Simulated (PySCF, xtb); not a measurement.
Dissociation curve of GaCl, singlet.

Computed with: UHF/STO-3G = unrestricted Hartree-Fock/STO-3G in PySCF; GFN1-xTB (xtb); RHF/cc-pVTZ (PySCF); RKS-BHandHLYP = restricted BHandHLYP/cc-pVTZ (PySCF).

Energies are in kJ/mol, each relative to the lowest point of its own curve near equilibrium.

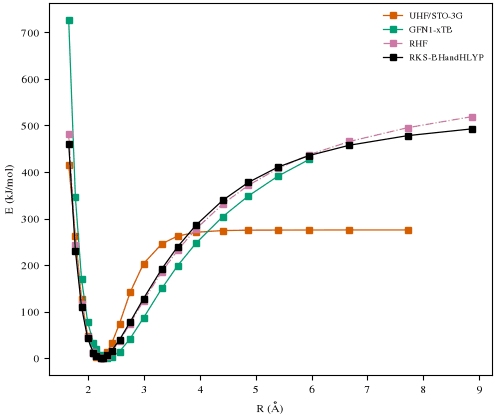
Fig. 1. Energy against bond length for each method.

| R / Å | UHF/STO-3G | GFN1-xTB | RHF | RKS-BHandHLYP |
|---|---|---|---|---|
| 1.65 | 415.8 | 726.1 | 482.3 | 461.3 |
| 1.77 | 261.7 | 345.3 | 243.1 | 230.9 |
| 1.88 | 126.7 | 169.6 | 116.2 | 109.3 |
| 1.99 | 47.7 | 77.7 | 45.7 | 42.1 |
| 2.09 | 11.5 | 33.4 | 13.4 | 11.8 |
| 2.14 | 3.1 | 20.0 | 5.2 | 4.3 |
| 2.22 | 0.0 | 6.6 | 0.0 | 0.0 |
| 2.27 | 3.4 | 2.2 | 0.6 | 1.1 |
| 2.34 | 13.7 | 0.0 | 5.2 | 6.2 |
| 2.42 | 31.6 | 1.9 | 14.5 | 15.9 |
| 2.56 | 74.0 | 13.8 | 37.2 | 39.3 |
| 2.75 | 141.2 | 41.7 | 74.3 | 77.5 |
| 2.99 | 202.9 | 86.5 | 123.4 | 127.9 |
| 3.32 | 245.8 | 150.0 | 185.8 | 192.1 |
| 3.60 | 262.3 | 198.4 | 231.7 | 239.2 |
| 3.93 | 270.5 | 247.0 | 277.6 | 285.8 |
| 4.41 | 274.1 | 304.1 | 331.2 | 339.3 |
| 4.87 | 275.0 | 348.7 | 371.4 | 377.8 |
| 5.40 | 275.2 | 391.2 | 407.8 | 410.6 |
| 5.96 | 275.3 | 427.2 | 437.3 | 435.5 |
| 6.68 | 275.4 | — | 465.7 | 457.6 |
| 7.72 | 275.5 | — | 495.2 | 478.2 |
| 8.87 | — | — | 519.0 | 492.7 |

At the longest distance, 8.87 Å, RHF lies highest above its minimum (519.0 kJ/mol) and RKS-BHandHLYP lowest (492.7 kJ/mol).

A dash means that the run gave no value there, or that the column was ended at a point which the program doubted or which failed a test of continuity chosen for this set; such a test can also cut sound points.

The unrestricted solution behind UHF/STO-3G changes between 2.75 and 2.99 Å, which can leave a kink. The unrestricted determinant behind UHF/STO-3G is spin-contaminated at 1.77 to 8.87 Å (<S²> up to 2.0, against 0.00 for a pure singlet). The restricted form behind RHF, RKS-BHandHLYP keeps the bonding electrons paired and can't separate into open-shell fragments. At the longest distance RKS-BHandHLYP leaves fractional charges on the fragments, a sign of delocalisation error or of the restricted form.
